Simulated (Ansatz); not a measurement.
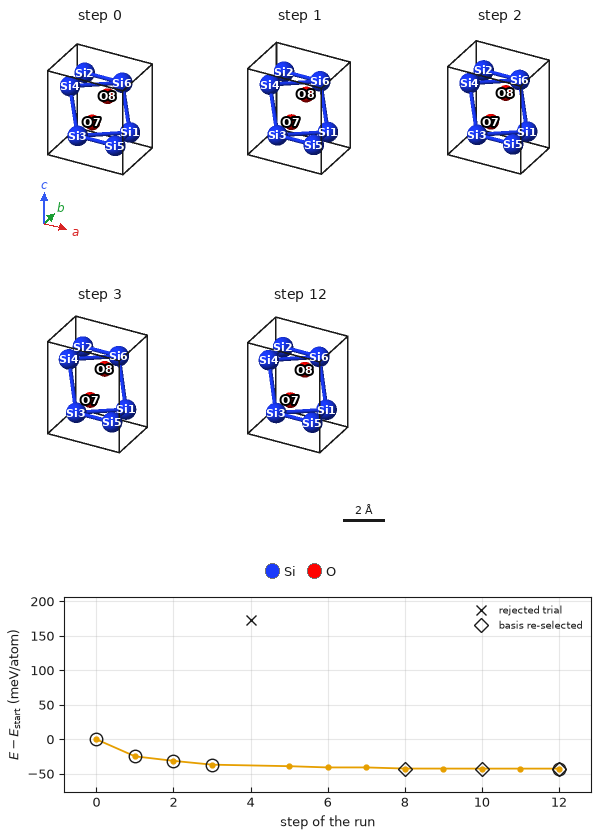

Frames of a relaxation of solid Si₃O (built on the Ni3Sn (D0_19)_194 type), marked on the history of the run. Style: ball-and-stick. Shown: the cell of the calculation, slightly off an axis.

Case: Ni3Sn (D0_19) type (P6_3/mmc, No. 194).

These are results of DFT PBE, scalar-relativistic, plane waves, PAW in Ansatz 0.2.0, not measurements.

The input:
```yaml
crystal:
  lattice:
    - [5.3414368932, 0.0, 0.0]
    - [-2.6707184466, 4.6258200422, 0.0]
    - [0.0, 0.0, 4.2873272495]
  atoms:
    - { symbol: Si, position: [0.833, 0.666, 0.25] }
    - { symbol: Si, position: [0.167, 0.833, 0.75] }
    - { symbol: Si, position: [0.334, 0.167, 0.25] }
    - { symbol: Si, position: [0.167, 0.334, 0.75] }
    - { symbol: Si, position: [0.833, 0.167, 0.25] }
    - { symbol: Si, position: [0.666, 0.833, 0.75] }
    - { symbol: O, position: [0.3333333333, 0.6666666667, 0.25] }
    - { symbol: O, position: [0.6666666667, 0.3333333333, 0.75] }
basis:
  ecutwfc: 420
kpoints:
  mp_grid: { grid: [12, 12, 10] }
hamiltonian:
  xc: pbe
scf:
  occupations: { method: gaussian, width: 0.1 }
output:
  forces: true
  stress: true
  eigenvalues: true
relax:
  adjacent_minimum: "off"
  f_tol: 0.01
  max_steps: 80
  cell: { stress_tol: 0.05 }
```

Run as
```bash
ansatz run input.yaml --threads 1 --pin off --max-ram 2560MiB --backend cpu --events-out ev --progress --plain --runs-dir out
```

**What happens along the run?**

The largest moves relative to the cell, 0.013 Å, are those of Si1, Si2, Si3, Si4, Si5 and Si6. Si1 goes along [1 2 0]. O stays in place. Cell: a = b 5.341 → 5.110 Å (−4.3 %), c 4.287 → 4.648 Å (+8.4 %). Volume −0.8 %. Among the contacts that change: Si1–Si3 2.676 → 2.538 Å, Si1–Si2 2.642 → 2.747 Å, Si1–Si3 (another image) 2.665 → 2.572 Å. The space group stays P6_3/mmc (No. 194). The energy falls by 42.4 meV per atom in 8 accepted moves (12 points after the start). Largest force component: 0.52 eV/Å at the start, 0.00021 eV/Å at the end. Pressure: −1.24 GPa at the start and 0.00 GPa at the end. The line search rejected the trial step at point 4 of the run. At 3 points the geometry stayed and the basis and grid were re-selected for the new cell (energy shift of 1.6 meV per atom at most each time). Cost: 3.7 min on 1 thread of Intel(R) Xeon(R) Platinum 8375C CPU @ 2.90GHz (Ice Lake), on a shared host, peak memory 0.59 GiB. From step 0 to 1: Si atoms move most (0.02 Å), volume −1.7 %, energy −24.6 meV per atom. From step 1 to 2: volume +0.3 %, energy −6.6 meV per atom. From step 2 to 3: Si atoms move most (0.02 Å), volume +0.9 %, energy −5.5 meV per atom. From step 3 to 12: volume −0.3 %, energy −5.7 meV per atom.
